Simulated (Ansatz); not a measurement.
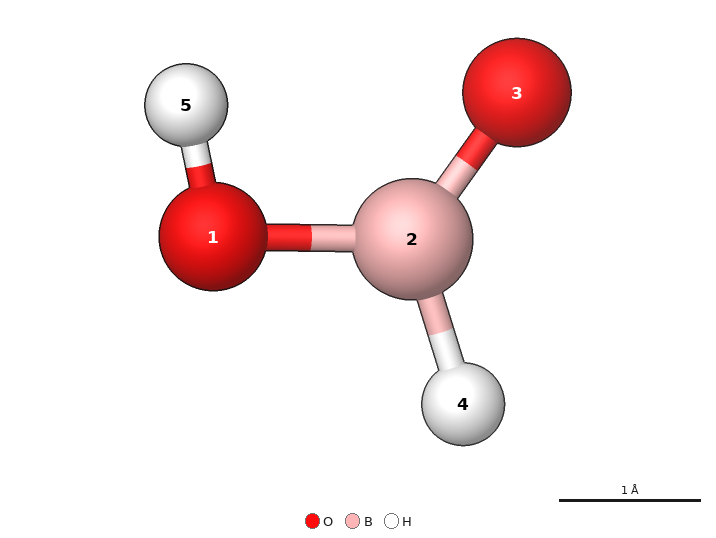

Atoms carry their numbers in the input. Charge −1, singlet. The computed structure is the end point of a PBE0-D4/def2-TZVPD optimisation. No frequency run is at hand to confirm it as a minimum.

Q: Describe the coordination of atom 1.

A: O1 has 2 neighbours (B2 at 1.44, H5 at 0.96 Å); the arrangement is bent.

Q: Describe the coordination of atom 2.

A: B2 has 3 neighbours (O1 at 1.44, O3 at 1.29, H4 at 1.24 Å); the arrangement is trigonal planar.
